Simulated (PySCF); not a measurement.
SMILES c1ccccc1Oc1ccsc1 (C10H8OS), GFN2-xTB optimised geometry. Atoms within 1.6 Å of the plane z = 1.2 Å (x, y, z in Å): C1 (-1.95, -2.09, 0.00), C2 (-2.64, -0.89, 0.01), C3 (-1.95, 0.31, 0.00), C4 (-0.56, 0.30, -0.01), O5 (0.06, 1.53, 0.03), C10 (2.25, 2.46, 0.14), C11 (0.13, -0.90, 0.00), C12 (-0.57, -2.09, 0.00), H13 (-2.50, -3.03, 0.00), H14 (-3.72, -0.88, 0.02), H15 (-2.47, 1.25, 0.01), H18 (2.14, 3.03, 1.04), H19 (1.21, -0.91, 0.02), H20 (-0.03, -3.03, 0.01).

Level of theory: PySCF with PBE/def2-SVP.

Map of the electrostatic potential (hartree/e), clipped to [-0.08, 0.12] on the plane z = 1.2 Å:

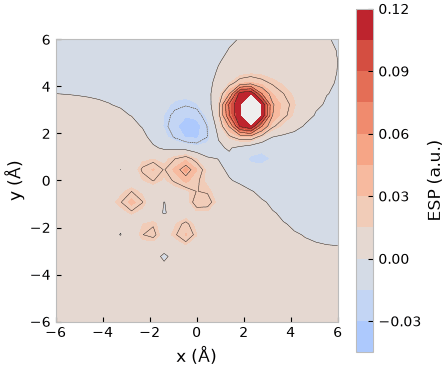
Electrostatic potential (hartree/e), clipped to [-0.08, 0.12] on the plane z = 1.2 Å.
